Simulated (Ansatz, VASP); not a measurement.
# PbSeS: VASP beside Ansatz, part 2 of 2

One calculation is typed for both programs; each brings its own data sets. How far apart do they land? The cell is invented: As first built, before any earlier steps moved the atoms (in the runner's words): it takes the HfSeS structure with some of its atoms replaced by other elements, volume scaled by an estimate. It may not be a known or stable phase. The cell is taken from a series of VASP runs on this material, whose earlier steps may have relaxed, scaled or displaced it; both programs get it as it stands. Other levels of theory on this material are compared in a session of their own. Valence electrons are named where the data sets of a main pair hold unlike numbers.

VASP 6.6.1 and Ansatz 0.2.0.

So far. Step 3 (VASP: band structure, PBEsol): Spin-orbit coupling is off here; with elements this heavy it splits and shifts levels by tenths of an eV or more. At this level the cell is under a tension of 2.2 GPa, so at these settings it is away from equilibrium.

## 4. Comparison

Known differences besides the potentials themselves: the data sets hold 36 valence electrons in Ansatz (on its default PAW (the set named soft_2) files) and 26 in VASP; the cutoff is 420 eV in Ansatz and 400 eV in VASP; Ansatz makes its cores anew for this functional, VASP keeps those of its PBE data sets; VASP leaves aspherical gradient terms in its spheres out (LASPH is not set), Ansatz keeps them. Total energies have different zeros and are not compared.

The two programs side by side:

```tsv
quantity	Ansatz	VASP	difference
pressure (GPa)	-2.16	-2.17	0.00
gap over the path points (eV)	0.132	0.125	+0.007
```

Forces (eV/Å; atoms numbered as in POSCAR):

```tsv
atom	Ansatz x, y, z	VASP x, y, z
Pb1	0.000, 0.000, 0.077	0.000, 0.000, 0.067
Se2	0.000, 0.000, -0.281	0.000, 0.000, -0.267
S3	0.000, 0.000, 0.204	0.000, 0.000, 0.200
```

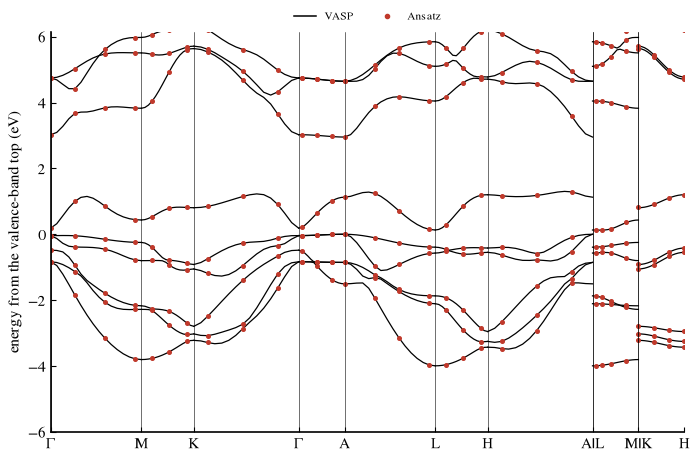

Bands from VASP (lines) and levels from Ansatz (dots). Dots without a line are higher empty bands that the VASP plot leaves out.

Levels at points of the path, from each program's valence-band top (eV; 4 filled, then empty):

```tsv
k (reciprocal lattice)	Ansatz	VASP
0.000 0.000 0.000	-0.83 -0.48 -0.04 -0.04 0.19 3.02 4.74	-0.84 -0.48 -0.04 -0.04 0.19 3.02 4.75
0.133 0.000 0.000	-1.13 -0.94 -0.39 -0.05 1.00 3.67 4.42	-1.13 -0.94 -0.39 -0.05 1.00 3.67 4.42
0.300 0.000 0.000	-2.07 -1.79 -0.45 -0.15 0.86 3.84 5.47	-2.07 -1.80 -0.46 -0.15 0.85 3.84 5.47
0.467 0.000 0.000	-2.28 -2.16 -0.78 -0.24 0.45 3.83 5.50	-2.28 -2.16 -0.78 -0.25 0.44 3.83 5.51
0.467 0.067 0.000	-2.31 -2.25 -0.80 -0.40 0.54 4.04 5.46	-2.32 -2.26 -0.80 -0.40 0.53 4.04 5.46
0.411 0.178 0.000	-2.77 -2.34 -0.93 -0.78 0.80 4.94 5.49	-2.77 -2.35 -0.93 -0.79 0.79 4.94 5.49
0.356 0.289 0.000	-3.04 -2.69 -1.08 -0.88 0.82 5.60 5.67	-3.05 -2.69 -1.08 -0.88 0.81 5.60 5.68
0.289 0.289 0.000	-3.08 -2.48 -1.19 -0.74 0.85 5.53 5.61	-3.08 -2.49 -1.19 -0.74 0.85 5.54 5.62
0.178 0.178 0.000	-2.73 -1.40 -0.95 -0.27 1.15 4.68 4.95	-2.73 -1.40 -0.95 -0.27 1.15 4.68 4.95
0.067 0.067 0.000	-1.21 -0.66 -0.34 -0.12 0.91 3.65 4.32	-1.21 -0.66 -0.35 -0.12 0.91 3.65 4.32
```

The forces differ by 5.6 meV/Å r.m.s., which is 4.9 % of the r.m.s. force of 0.114 eV/Å (both taken over all components). Among the levels compared at these points, filled levels agree within 7 meV and empty ones within 7 meV. Ansatz's pressure holds a Pulay correction of 0.01 GPa; VASP's holds none.

## 5. Ansatz: band structure, RPBE

The same path points are solved in both programs, so levels can be compared one by one.

The cell is taken from a series of VASP runs on this material, whose earlier steps may have relaxed, scaled or displaced it; both programs get it as it stands.

File input.yaml:

```yaml
crystal:
  lattice:
    - [3.9512913364, 0.0, 0.0]
    - [-1.9756456682, 3.4219191472, 0.0]
    - [0.0, 0.0, 6.7611974004]
  atoms:
    - { symbol: Pb, position: [0.0, 0.0, 0.9923275884] }
    - { symbol: Se, position: [0.33333333, 0.66666667, 0.2402559236] }
    - { symbol: S, position: [0.66666667, 0.33333333, 0.767416488] }
hamiltonian:
  xc: rpbe
  pseudopotentials: { kind: paw }
kpoints:
  mp_grid: { grid: [4, 4, 2] }
  band_path:
    path:
      - [0.0, 0.0, 0.0]
      - [0.13333, 0.0, 0.0]
      - [0.3, 0.0, 0.0]
      - [0.46667, 0.0, 0.0]
      - [0.46667, 0.06667, 0.0]
      - [0.41111, 0.17778, 0.0]
      - [0.35556, 0.28889, 0.0]
      - [0.28889, 0.28889, 0.0]
      - [0.17778, 0.17778, 0.0]
      - [0.06667, 0.06667, 0.0]
      - [0.0, 0.0, 0.03333]
      - [0.0, 0.0, 0.2]
      - [0.0, 0.0, 0.36667]
      - [0.0, 0.0, 0.5]
      - [0.16667, 0.0, 0.5]
      - [0.3, 0.0, 0.5]
      - [0.46667, 0.0, 0.5]
      - [0.46667, 0.06667, 0.5]
      - [0.41111, 0.17778, 0.5]
      - [0.35556, 0.28889, 0.5]
      - [0.28889, 0.28889, 0.5]
      - [0.17778, 0.17778, 0.5]
      - [0.06667, 0.06667, 0.5]
      - [0.5, 0.0, 0.46667]
      - [0.5, 0.0, 0.43333]
      - [0.5, 0.0, 0.3]
      - [0.5, 0.0, 0.13333]
      - [0.33333, 0.33333, 0.0]
      - [0.33333, 0.33333, 0.16667]
      - [0.33333, 0.33333, 0.33333]
      - [0.33333, 0.33333, 0.5]
    npoints: 1
scf:
  occupations: { method: gaussian, width: 0.02 }
  n_extra_bands: 7
output:
  forces: true
  stress: true
  eigenvalues: true
```

Launch:

```bash
$ ansatz run input.yaml --threads 2 --pin off --max-ram 4608MiB --backend cpu --events-out ev --progress --plain --runs-dir out
```

Numbers of over 12 decimals in the logs are rounded to 6 here.

Output:

```text
[...]
Crystal: 3 atoms, lattice volume = 91.418 Å³
Basis set: ecut = 420 eV, 1811 PW (Γ), exchange–correlation on 54×54×96 points (8 copies of the dense FFT grid, shifted against one another)
Bands: 25, of which v1, the nominal top of the filled ones, is band 18 counted from 1 (17 counted from 0)
Symmetry: 6 space group operations
[...]
k-points: 8 of 32 (time reversal used)
[...]
k-point 0: bands = [... 14 lower, 4.4143, 4.7641, 5.2056, 5.2056, 5.5800, 8.5265, 10.1232, 10.1232, ... 3 higher]
  k-point 1: bands = [... 14 lower, 4.3955, 4.3955, 5.2444, 5.2444, 6.4439, 8.4669, 10.0281, 10.0281, ... 3 higher]
  k-point 2: bands = [... 14 lower, 3.4984, 3.6674, 4.8427, 5.1308, 6.3572, 9.2567, 10.7272, 10.7529, ... 3 higher]
  k-point 7: bands = [... 14 lower, 2.2788, 3.0415, 4.5308, 4.8377, 6.4370, 10.0295, 10.5222, 11.2610, ... 3 higher]
[key lines of the parts left out:]
SCF converged after 8 iterations
Free energy (F): -18302.256140 eV
Fermi energy:    5.363417 eV
P = ⅓ Tr σ = 1.6198 GPa (16.198 kbar)
```

Wall time 4.6 s (2 threads of Arm Neoverse N1, shared host); peak memory 0.34 GiB.

## 6. VASP: band structure, RPBE

The same cell, functional, mesh and smearing now go to VASP, with its own data sets.

File INCAR:

```
SYSTEM = PbSeS
PREC = Accurate
ENCUT = 400
EDIFF = 1E-06
NELM = 100
ISMEAR = 0
SIGMA = 0.02
LREAL = .FALSE.
ALGO = Normal
GGA = RP
NBANDS = 26
LORBIT = 11
LWAVE = .FALSE.
LCHARG = .FALSE.
KPAR = 4
```

File POSCAR:

```
PbSeS
1.0
    3.9512913364      0.0000000000      0.0000000000
   -1.9756456682      3.4219191472      0.0000000000
    0.0000000000      0.0000000000      6.7611974004
Pb Se S
1 1 1
Direct
    0.0000000000      0.0000000000      0.9923275884
    0.3333333300      0.6666666700      0.2402559236
    0.6666666700      0.3333333300      0.7674164880
```

File KPOINTS:

```
Automatic mesh
0
Gamma
4 4 2
0 0 0
```

File KPOINTS_OPT:

```
Line mode
16
Line-mode
Reciprocal
  0.00000000   0.00000000   0.00000000 GAMMA
  0.50000000   0.00000000   0.00000000 M

  0.50000000   0.00000000   0.00000000 M
  0.33333333   0.33333333   0.00000000 K

  0.33333333   0.33333333   0.00000000 K
  0.00000000   0.00000000   0.00000000 GAMMA

  0.00000000   0.00000000   0.00000000 GAMMA
  0.00000000   0.00000000   0.50000000 A

  0.00000000   0.00000000   0.50000000 A
  0.50000000   0.00000000   0.50000000 L

  0.50000000   0.00000000   0.50000000 L
  0.33333333   0.33333333   0.50000000 H

  0.33333333   0.33333333   0.50000000 H
  0.00000000   0.00000000   0.50000000 A

  0.50000000   0.00000000   0.50000000 L
  0.50000000   0.00000000   0.00000000 M

  0.33333333   0.33333333   0.00000000 K
  0.33333333   0.33333333   0.50000000 H
```

PAW data sets: Pb_d, Se and S (PBE family, release 64).

Launch:

```bash
$ mpirun -np 4 vasp_std
```

Output:

```text
[banner, memory and clock lines left out]
running    4 mpi-ranks, on    1 nodes
[...]
[... a notice as in an earlier step ...]

 LDA part: xc-table for (Slater+PW92), standard interpolation
 POSCAR, INCAR and KPOINTS ok, starting setup
[...]
entering main loop
       N       E                     dE             d eps       ncg     rms          rms(c)
DAV:   1     0.205753525317E+03    0.20575E+03   -0.96540E+03   416   0.762E+02
DAV:   2     0.857449991714E+01   -0.19718E+03   -0.18530E+03   466   0.235E+02
DAV:   3    -0.988320916327E+01   -0.18458E+02   -0.18251E+02   542   0.821E+01
DAV:   4    -0.104738855026E+02   -0.59068E+00   -0.59001E+00   502   0.167E+01
[...]
DAV:  13    -0.101150902591E+02   -0.10476E-05   -0.46446E-06   592   0.104E-02    0.593E-03
DAV:  14    -0.101150932914E+02   -0.30323E-05   -0.56526E-06   442   0.101E-02    0.750E-03
DAV:  15    -0.101150933986E+02   -0.10721E-06   -0.68147E-08   424   0.175E-03
   1 F= -.10115093E+02 E0= -.10115093E+02  d E =-.505767E-16
 Start KPOINTS_OPT (optional k-point list driver)
k-point batch [1-8\144]
       N       E                     dE             ncg
DAV:   1     0.399711099873E+03   -0.59782E+03      424
DAV:   2    -0.117790759806E+04   -0.15776E+04      454
DAV:   3    -0.134357413037E+04   -0.16567E+03      516
DAV:   4    -0.134959387944E+04   -0.60197E+01      528
DAV:   5    -0.134981710815E+04   -0.22323E+00      606
DAV:   6    -0.134982265372E+04   -0.55456E-02      546
DAV:   7    -0.134982280923E+04   -0.15551E-03      648
DAV:   8    -0.134982281022E+04   -0.98882E-06      438
[...]
k-point batch [137-144\144]
       N       E                     dE             ncg
DAV:   1     0.268567757042E+03   -0.62717E+04      416
DAV:   2    -0.129540047290E+04   -0.15640E+04      466
DAV:   3    -0.143828944568E+04   -0.14289E+03      524
DAV:   4    -0.144271933746E+04   -0.44299E+01      488
DAV:   5    -0.144290613601E+04   -0.18680E+00      624
DAV:   6    -0.144291189669E+04   -0.57607E-02      568
DAV:   7    -0.144291204427E+04   -0.14758E-03      632
DAV:   8    -0.144291204535E+04   -0.10795E-05      400
DAV:   9    -0.144291204543E+04   -0.85007E-07      416
```

From OUTCAR (step 6):

```text
  Total        1.0684158      1.0684161      0.5626117     -0.0000000      0.0000000     -0.0000000
  in kB       18.7248558     18.7248610      9.8602277     -0.0000000      0.0000000     -0.0000000
  external PRESSURE =      15.7699815 kB  Pullay stress =       0.0000000 kB

 POSITION                                       TOTAL-FORCE (eV/Angst)
 -----------------------------------------------------------------------------------
      0.00000      0.00000      6.70932         0.000000     -0.000000      0.027883
     -0.00000      2.28128      1.62442        -0.000000     -0.000000      0.064167
      1.97565      1.14064      5.18865         0.000000      0.000000     -0.092050
 -----------------------------------------------------------------------------------
    total drift:                               -0.000003      0.000003     -0.000234

  FREE ENERGIE OF THE ION-ELECTRON SYSTEM (eV)
  ---------------------------------------------------
  free  energy   TOTEN  =       -10.1150933986 eV

  energy  without entropy=      -10.1150933986  energy(sigma->0) =      -10.11509340

[... 2 parts as in an earlier step ...]

[... 1 further part left out ...]
[key lines of the parts left out:]
E-fermi :   2.6212
```

The run ends at a pressure of 1.58 GPa, with forces up to 0.092 eV/Å.

## 7. Differences

What differs besides the data sets and the points named for the pairs above, as far as they apply: the data sets hold 36 valence electrons in Ansatz (on its default PAW (the set named soft_2) files) and 26 in VASP. Total energies have different zeros and are not compared.

The two programs side by side:

```tsv
quantity	Ansatz	VASP	difference
pressure (GPa)	1.62	1.58	+0.04
gap over the path points (eV)	0.238	0.229	+0.009
```

Forces (eV/Å; atoms numbered as in POSCAR):

```tsv
atom	Ansatz x, y, z	VASP x, y, z
Pb1	0.000, 0.000, 0.041	0.000, 0.000, 0.028
Se2	0.000, 0.000, 0.054	0.000, 0.000, 0.064
S3	0.000, 0.000, -0.095	0.000, 0.000, -0.092
```

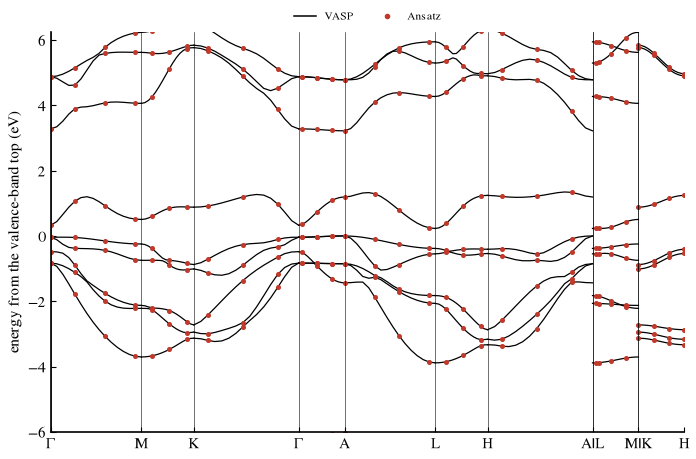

Bands from VASP (lines) and levels from Ansatz (dots). Dots without a line are higher empty bands that the VASP plot leaves out.

Levels at points of the path, from each program's valence-band top (eV; 4 filled, then empty):

```tsv
k (reciprocal lattice)	Ansatz	VASP
0.000 0.000 0.000	-0.83 -0.48 -0.04 -0.04 0.34 3.28 4.88	-0.83 -0.48 -0.04 -0.04 0.33 3.28 4.88
0.133 0.000 0.000	-1.12 -0.89 -0.38 -0.05 1.07 3.90 4.62	-1.12 -0.89 -0.38 -0.05 1.06 3.90 4.62
0.300 0.000 0.000	-2.00 -1.76 -0.44 -0.15 0.93 4.08 5.59	-2.00 -1.76 -0.44 -0.15 0.92 4.08 5.59
0.467 0.000 0.000	-2.22 -2.12 -0.73 -0.24 0.52 4.07 5.62	-2.22 -2.12 -0.73 -0.24 0.52 4.07 5.62
0.467 0.067 0.000	-2.26 -2.20 -0.74 -0.38 0.61 4.26 5.60	-2.26 -2.20 -0.74 -0.39 0.60 4.26 5.60
0.411 0.178 0.000	-2.69 -2.28 -0.89 -0.74 0.86 5.12 5.63	-2.69 -2.29 -0.89 -0.74 0.85 5.12 5.63
0.356 0.289 0.000	-2.96 -2.62 -1.03 -0.84 0.90 5.74 5.81	-2.97 -2.62 -1.03 -0.84 0.89 5.74 5.81
0.289 0.289 0.000	-3.00 -2.42 -1.13 -0.71 0.93 5.67 5.76	-3.00 -2.42 -1.13 -0.71 0.92 5.67 5.76
0.178 0.178 0.000	-2.65 -1.37 -0.90 -0.27 1.20 4.89 5.11	-2.65 -1.37 -0.90 -0.27 1.19 4.89 5.11
0.067 0.067 0.000	-1.18 -0.65 -0.33 -0.11 0.98 3.87 4.53	-1.18 -0.65 -0.34 -0.11 0.98 3.87 4.53
```

The forces differ by 5.6 meV/Å r.m.s., which is 14.6 % of the r.m.s. force of 0.039 eV/Å (both taken over all components). Among the levels compared at these points, filled levels agree within 3 meV and empty ones within 9 meV. Ansatz's pressure holds a Pulay correction of 0.01 GPa; VASP's holds none.

## 8. Results

```yaml
largest_difference_of_a_filled_level_at_the_path_points_band_structure_pbesol: 6.7 meV
largest_difference_of_a_filled_level_at_the_path_points_band_structure_rpbe: 3.3 meV
```

In words: The largest difference of a filled level at the path points is 6.7 meV (band structure, PBEsol), within the 80 meV picked in this series as the mark of a large difference. The data sets hold unlike numbers of valence electrons (36 in Ansatz and 26 in VASP), so part of the differences comes from the potentials. 9 further runs of this series are not shown here. Such differences can come from data sets, numerical settings and the points named under the comparisons, not from the functional's error against experiment.

[Lines on the potential files, build, host, timing and source positions are cut from VASP's logs without a mark.]

[Logs are printed without paths, hosts, clocks, repeated set-up lines and the standing remarks that a program may print on its own settings, such as how far it seeks lower states.]

[Hosts, paths, dates, database ids (printed as entryN), source tags and the programs' standing remarks are cut or masked in the printed files.]
